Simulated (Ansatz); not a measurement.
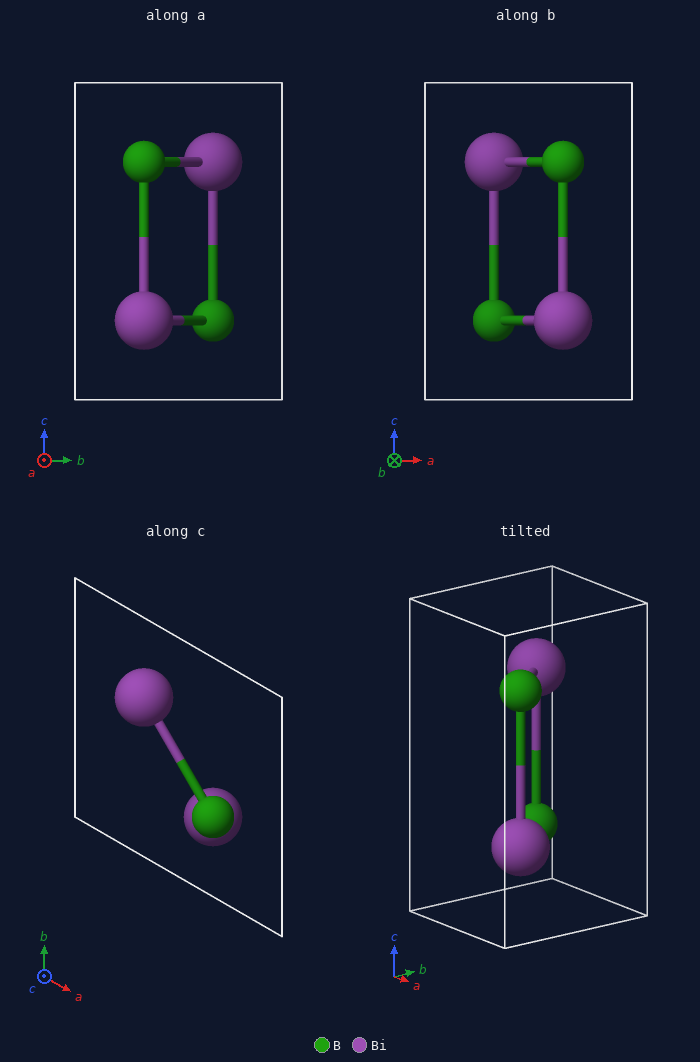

The figure gives a ball-and-stick picture of the atoms, viewed along the a axis, along the b axis, along the c axis and slightly off an axis. The wireframe shows the conventional unit cell.

Lattice parameters: a = 4.1981 Å, b = 4.1981 Å, c = 5.5670 Å, α = 90.000°, β = 90.000°, γ = 120.000°.

**From the views, write a CIF with its space group and independent sites.**

```cif
data_structure
_symmetry_space_group_name_H-M 'P 63/m m c'
_symmetry_Int_Tables_number 194
_cell_length_a 4.1981
_cell_length_b 4.1981
_cell_length_c 5.5670
_cell_angle_alpha 90.000
_cell_angle_beta 90.000
_cell_angle_gamma 120.000
_cell_volume 84.97
loop_
_atom_site_label
_atom_site_type_symbol
_atom_site_symmetry_multiplicity
_atom_site_Wyckoff_symbol
_atom_site_fract_x
_atom_site_fract_y
_atom_site_fract_z
_atom_site_occupancy
B1 B 2 c 0.3333 0.6667 0.2500 1
Bi1 Bi 2 d 0.6667 0.3333 0.2500 1
```

Source of the structure: a structure type filled with these elements by a generator (whether the compound takes this form wasn't checked). What is shown is the relaxed result from Ansatz 0.2.0, DFT, PBE, plane waves, PAW.
